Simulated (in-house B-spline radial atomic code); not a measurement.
# Au⁴³⁺: RPA response and pair energies

How easily is Au⁴³⁺ polarised, which shells carry the response, and how large is its correlation energy at second order?

Method: Dirac-Hartree-Fock, relativistic RPA and second-order many-body perturbation theory, no-pair Dirac-Coulomb, B-spline basis. Code: an in-house B-spline radial atomic code, version 1.

## Step 1: The system

```
element       : gold (Z = 79)
charge        : +43
closed shells : [Ar] 3d10 4s2 4p6
nucleus       : mass number 197, rms radius 5.437 fm
```

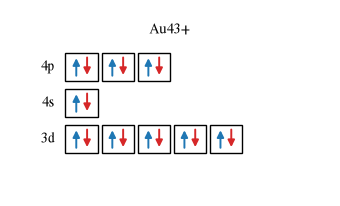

Occupation of the outer shells (arrows by Hund's rule).

## Step 2: The run

Settings:

```ini
basis_form = 2
Z = 79
core_configuration = [Ar] 3d10 4s2 4p6
rms_radius = 5.4371
mass_number = 197
speed_of_light = 137.035999084
box_radius = 2.18
lmax = 7
intervals = 56
virtual_cutoff = 156025.0
```

On the command line:

```
$ python run_mb.py task.json out
```

The settings stand in task.json.

Results of the run (chosen fields of its result record, rounded):

```text
status: converged
hf_energy [hartree]: -17826.1722178
orbitals [hartree]:
  - ["1s1/2", -3062.2794]
  - ["2s1/2", -608.26161]
  - ["2p1/2", -585.43102]
  - ["2p3/2", -517.78848]
  - ["3s1/2", -201.39226]
  - ["3p1/2", -191.36974]
  - ["3p3/2", -175.75271]
  - ["3d3/2", -159.54949]
  - ["3d5/2", -156.20857]
  - ["4s1/2", -92.865506]
  - ["4p1/2", -88.144261]
  - ["4p3/2", -83.207896]
breit [hartree]: 21.19526
```

Wall time 6 s (1 thread, shared host).

The record goes on with the response and the correlation energy; its parts follow in the order written.

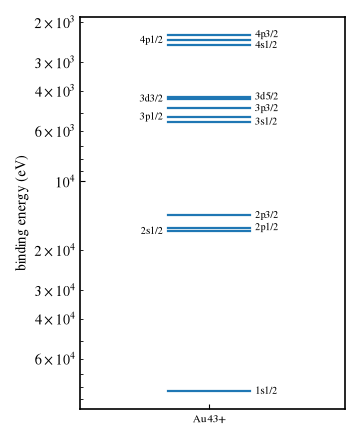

Dirac-Hartree-Fock levels on a logarithmic scale.

## Step 3: Dipole response

From the result record:

```text
dipole_polarisability [bohr^3]: 0.03456607
dipole_polarisability_uncoupled [bohr^3]: 0.03847864
dipole_shielding: 0.456
dipole_by_shell [bohr^3]:
  1s1/2: 3.46099e-08
  2s1/2: 2.73982e-07
  2p1/2: 4.28009e-07
  2p3/2: 8.10813e-07
  3s1/2: 7.27632e-06
  3p1/2: 2.83912e-05
  3p3/2: 9.92168e-05
  3d3/2: 0.000206261
  3d5/2: 0.000344437
  4s1/2: 0.000292255
  4p1/2: 0.00763727
  4p3/2: 0.0259494
dipole_imaginary_frequency [hartree, au]:
  u: [0.0, 5.84, 14.6, 29.2, 43.8, 58.4, 87.6, 117.0, 146.0, 204.0, 292.0, 438.0, 584.0, 876.0, 1460.0, 2920.0]
  alpha: [0.03456607, 0.02597453, 0.01288694, 0.00597358, 0.003778577, 0.002728913, 0.001689281, 0.001163012, 0.0008541231, 0.0005154127, 0.000286727, 0.000141784, 8.442117e-05, 3.98583e-05, 1.509387e-05, 3.921875e-06]
dipole_excitations [hartree, oscillator strength, leading channel, weight]:
  - [6.334884, 0.012353, "4p3/2 -> d3/2", 0.948]
  - [8.24167, 1.2116, "4p3/2 -> d5/2", 0.891]
  - [12.00158, 1.8283, "4p1/2 -> d3/2", 0.976]
  - [30.07168, 0.58571, "4p3/2 -> s1/2", 0.999]
  - [34.93552, 0.1748, "4p1/2 -> s1/2", 0.995]
  - [37.29459, 0.04408, "4p3/2 -> d3/2", 0.963]
  - [37.81131, 0.88449, "4p3/2 -> d5/2", 0.968]
  - [41.64504, 0.31207, "4s1/2 -> p1/2", 0.888]
  - [42.39772, 0.11401, "4p1/2 -> d3/2", 0.894]
  - [43.89005, 0.11663, "4s1/2 -> p3/2", 0.995]
  - [48.45123, 0.11268, "4p3/2 -> s1/2", 0.999]
  - [52.36414, 0.0082338, "4p3/2 -> d3/2", 0.97]
  - [52.62812, 0.33823, "4p3/2 -> d5/2", 0.968]
  - [53.36742, 0.025853, "4p1/2 -> s1/2", 0.992]
dipole_real_frequency [hartree, bohr^3]: {"omega": [0.633, 1.27, 1.9, 2.53, 3.17, 3.8, 4.43, 5.07, 5.7], "alpha": [0.03471113, 0.03515935, 0.03593027, 0.03708168, 0.03873541, 0.04099436, 0.04414478, 0.04877695, 0.05598425]}
c6 [hartree bohr^6]: 0.01030381
cauchy_s-4: 0.0003601265
trk_sum: 34.66267
mean_excitation_energy [hartree]: 139.4849
```

Lowest dipole excitations, with their leading channel:

```tsv
energy (eV)	strength	leading channel	weight
172.38	0.0124	4p3/2 → d3/2	0.95
224.27	1.21	4p3/2 → d5/2	0.89
326.58	1.83	4p1/2 → d3/2	0.98
818.29	0.586	4p3/2 → s1/2	1.00
950.64	0.175	4p1/2 → s1/2	0.99
1014.8	0.0441	4p3/2 → d3/2	0.96
1028.9	0.884	4p3/2 → d5/2	0.97
1133.2	0.312	4s1/2 → p1/2	0.89
```

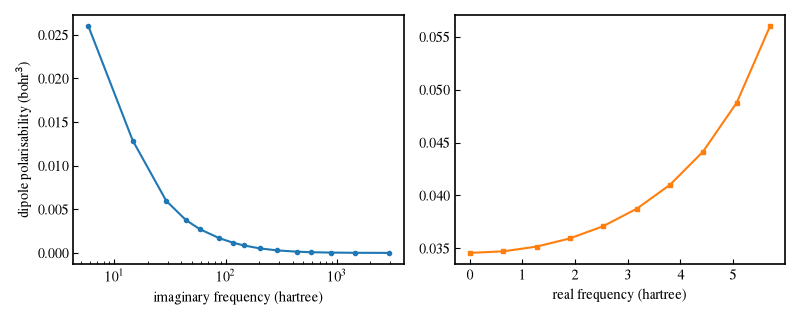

Dipole polarisability at imaginary frequency (left) and at real frequency below the first excitation (right).

## Step 4: The quadrupole and octupole field

The record's fields for this part:

```text
quadrupole_polarisability [bohr^5]: 0.003594616
quadrupole_polarisability_uncoupled [bohr^5]: 0.003452089
quadrupole_shielding: -4.74
quadrupole_by_shell [bohr^5]:
  1s1/2: 7.50334e-11
  2s1/2: 1.04511e-08
  2p1/2: 2.07776e-08
  2p3/2: 7.38824e-08
  3s1/2: 4.54319e-06
  3p1/2: 5.32005e-06
  3p3/2: 1.67732e-05
  3d3/2: 9.75017e-06
  3d5/2: 1.67476e-05
  4s1/2: 0.00118697
  4p1/2: 0.00057
  4p3/2: 0.00178441
quadrupole_imaginary_frequency [hartree, au]:
  u: [0.0, 5.84, 14.6, 29.2, 43.8, 58.4, 87.6, 117.0, 146.0, 204.0, 292.0, 438.0, 584.0, 876.0, 1460.0, 2920.0]
  alpha: [0.003594616, 0.003298138, 0.002383863, 0.001347474, 0.0008498643, 0.00058257, 0.0003214414, 0.0002026296, 0.0001399014, 7.799057e-05, 4.053938e-05, 1.884826e-05, 1.081939e-05, 4.895708e-06, 1.783457e-06, 4.487728e-07]
quadrupole_excitations [hartree, oscillator strength, leading channel, weight]:
  - [15.00897, 2.1303e-06, "4p3/2 -> f5/2", 0.634]
  - [15.76854, 0.23392, "4p3/2 -> f7/2", 0.652]
  - [16.30491, 0.1703, "4s1/2 -> d3/2", 0.824]
  - [17.37747, 0.17086, "4s1/2 -> d5/2", 0.953]
  - [20.36199, 0.18301, "4p1/2 -> f5/2", 0.993]
  - [32.0462, 0.14061, "4p3/2 -> p1/2", 0.999]
  - [34.2506, 0.10485, "4p3/2 -> p3/2", 1.0]
  - [39.07887, 0.080175, "4p1/2 -> p3/2", 0.995]
  - [41.09575, 0.0031927, "4p3/2 -> f5/2", 0.779]
  - [41.24203, 0.61407, "4p3/2 -> f7/2", 0.778]
  - [46.00288, 0.25729, "4p1/2 -> f5/2", 0.949]
  - [47.06736, 0.020708, "4s1/2 -> d3/2", 0.944]
  - [47.50114, 0.083762, "4s1/2 -> d5/2", 0.991]
  - [49.53199, 0.012603, "4p3/2 -> p1/2", 0.999]
c8 [hartree bohr^8]: 0.007183419
octupole_polarisability [bohr^7]: 0.0009775693
octupole_polarisability_uncoupled [bohr^7]: 0.0008433628
octupole_by_shell [bohr^7]:
  2s1/2: 5.17793e-10
  2p1/2: 1.0418e-10
  2p3/2: 4.62364e-10
  3s1/2: 5.18787e-07
  3p1/2: 3.38124e-07
  3p3/2: 1.26788e-06
  3d3/2: 6.3716e-07
  3d5/2: 1.13311e-06
  4s1/2: 0.000138587
  4p1/2: 0.000175736
  4p3/2: 0.000659351
```

The excitations in eV:

```tsv
energy (eV)	strength	leading channel	weight
408.41	2.13e-06	4p3/2 → f5/2	0.63
429.08	0.234	4p3/2 → f7/2	0.65
443.68	0.170	4s1/2 → d3/2	0.82
472.87	0.171	4s1/2 → d5/2	0.95
554.08	0.183	4p1/2 → f5/2	0.99
872.02	0.141	4p3/2 → p1/2	1.00
932.01	0.105	4p3/2 → p3/2	1.00
1063.4	0.0802	4p1/2 → p3/2	0.99
```

## Step 5: Correlation by partial wave and pair

From the result record:

```text
second_order_energy [hartree]: {"by_l": [-0.02964514, -0.227007, -0.7704418, -0.8027444, -0.2561111, -0.1068307, -0.04798679, -0.02411043], "sum": -2.264877, "extrapolated": -2.31416, "direct": -3.109687}
pair_energies [hartree]:
  - ["1s1/2", "1s1/2", -0.0374098]
  - ["2s1/2", "1s1/2", -0.0113726]
  - ["2s1/2", "2s1/2", -0.00910323]
  - ["2p1/2", "1s1/2", -0.0222753]
  - ["2p1/2", "2s1/2", -0.0210681]
  - ["2p1/2", "2p1/2", -0.0174361]
  - ["2p3/2", "1s1/2", -0.0220047]
  - ["2p3/2", "2s1/2", -0.037572]
  - ["2p3/2", "2p1/2", -0.0712989]
  - ["2p3/2", "2p3/2", -0.063591]
  - ["3s1/2", "1s1/2", -0.00277022]
  - ["3s1/2", "2s1/2", -0.00460523]
  - ["3s1/2", "2p1/2", -0.00596404]
  - ["3s1/2", "2p3/2", -0.0117366]
  - ["3s1/2", "3s1/2", -0.00506589]
  - ["3p1/2", "1s1/2", -0.00500472]
  - ["3p1/2", "2s1/2", -0.00695631]
  - ["3p1/2", "2p1/2", -0.00762778]
  - ["3p1/2", "2p3/2", -0.0190268]
  - ["3p1/2", "3s1/2", -0.0105483]
  - ["3p1/2", "3p1/2", -0.00711504]
  - ["3p3/2", "1s1/2", -0.00518783]
  - ["3p3/2", "2s1/2", -0.0104174]
  - ["3p3/2", "2p1/2", -0.0169578]
  - ["3p3/2", "2p3/2", -0.0305081]
  - ["3p3/2", "3s1/2", -0.0201295]
  - ["3p3/2", "3p1/2", -0.0273876]
  - ["3p3/2", "3p3/2", -0.0277693]
  - ["3d3/2", "1s1/2", -0.000863089]
  - ["3d3/2", "2s1/2", -0.0146061]
  - ["3d3/2", "2p1/2", -0.01908]
  - ["3d3/2", "2p3/2", -0.0456411]
  - ["3d3/2", "3s1/2", -0.0237018]
  - ["3d3/2", "3p1/2", -0.0308182]
  - ["3d3/2", "3p3/2", -0.0620097]
  - ["3d3/2", "3d3/2", -0.0686814]
  - ["3d5/2", "1s1/2", -0.00097818]
  - ["3d5/2", "2s1/2", -0.0195745]
  - ["3d5/2", "2p1/2", -0.0242742]
  - ["3d5/2", "2p3/2", -0.061991]
  - "... 38 more rows left out ..."
```

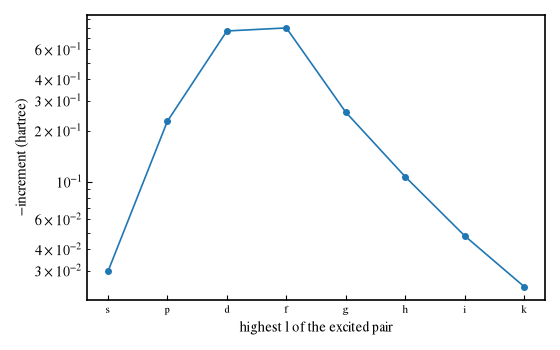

Increments of the second-order energy by partial wave.

## Step 6: Results

| quantity | value |
| --- | --- |
| dipole polarisability | 0.03457 bohr³ |
| without coupling | 0.03848 bohr³ |
| quadrupole polarisability | 0.003595 bohr⁵ |
| C6 of a like pair | 0.01030 hartree bohr⁶ |
| dipole shielding | 0.456 |
| first dipole root | 172.4 eV |
| second-order energy, extrapolated | -2.3142 hartree (-1.75 eV an electron) |

What this shows: The 4p3/2 subshell carries 75 % of the dipole polarisability of 0.0346 bohr³. Against the uncoupled value, letting the induced field act back on the electrons lowers it by 10 %. The dipole shielding factor is near N/Z = 0.456, as the balance of forces on the electrons requires. The largest pair energy is 3d5/2–3d3/2, 10 % of the second-order sum; the tail beyond the last partial wave adds 2.2 %.
